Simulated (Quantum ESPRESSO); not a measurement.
## FeO (Wuestite): a ladder in the k mesh: rung 1, start ferro +

Quantum ESPRESSO 7.5; LDA; plane waves with GBRV 1.5 LDA potentials, no spin-orbit coupling (settings of the first rung).

The database entry behind the starting cell differs from later determinations by our own check (inexact against later determinations), so it need not match the best structure at ambient conditions.

The input, pw.in:

```
&CONTROL
  calculation = 'scf'
  prefix = 'pwscf'
  outdir = './tmp'
  pseudo_dir = './pseudo'
  disk_io = 'nowf'
/
&SYSTEM
  ibrav = 0
  celldm(1) = 8
  nat = 2
  ntyp = 2
  ecutwfc = 40
  ecutrho = 280
  nbnd = 20
  occupations = 'smearing'
  smearing = 'mp'
  degauss = 0.01984463
  nspin = 2
  starting_magnetization(1) = 0.25
  starting_magnetization(2) = 0
/
&ELECTRONS
  conv_thr = 4d-09
  electron_maxstep = 150
  mixing_beta = 0.3
/
ATOMIC_SPECIES
Fe     55.8450 fe_lda_v1.5.uspp.F.UPF
O      15.9990 o_lda_v1.2.uspp.F.UPF
CELL_PARAMETERS alat
   0.0000000000000    0.5091394611273    0.5091394611273
   0.5091394611273    0.0000000000000    0.5091394611273
   0.5091394611273    0.5091394611273    0.0000000000000
ATOMIC_POSITIONS crystal
Fe      0.0000000000    0.0000000000    0.0000000000
O       0.5000000000    0.5000000000    0.5000000000
K_POINTS automatic
4 4 4 0 0 0
```

The run is started by

```console
OMP_NUM_THREADS=1 mpirun -n 2 pw.x -nk 2 -in pw.in > pw.out
```

Q: Predict the spin moment in the atom's sphere.

The site moments add up to 3.80 μB, near the cell's 4.02 μB; the rest lies between the atoms.

Spin moment in the atom's sphere by atom:

| atom | spin moment in the atom's sphere (μB) |
| --- | --- |
| Fe1 | 3.44 |
| O2 | 0.36 |

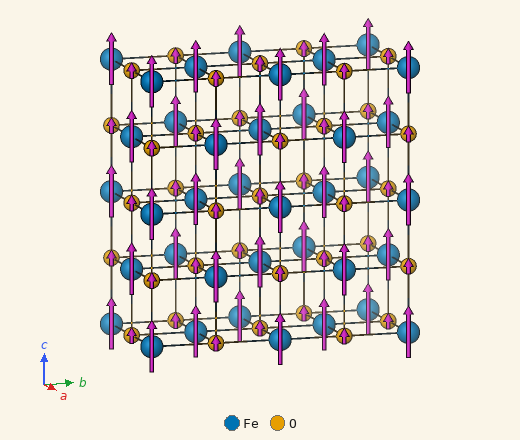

Spin moment in the atom's sphere as arrows, the longest 3.44 μB. Up and down stand for the sign. Arrows give size and sign along the axis of quantisation, drawn up and down the page. Each arrow also spans its atom, so small moments look longer than they are. 1×2×2 conventional cells are drawn. Some periodic images of atoms are drawn too.

Numbers from this step:

```
magnetization : 4.024 μB
final state   : ferromagnetic
```

[Logs and program files are shortened in this print: banners, set-up blocks, solver, clock and traceback lines can be left out without a mark of their own.]

[Logs are printed without paths, hosts, clocks, repeated set-up lines and the standing remarks that a program may print on its own settings, such as how far it seeks lower states.]

[Hosts, paths, dates, database ids (printed as entryN), source tags and the programs' standing remarks are cut or masked in the printed files.]

[Where a cell is said to come from a database of computed structures, the database is the Materials Project.]
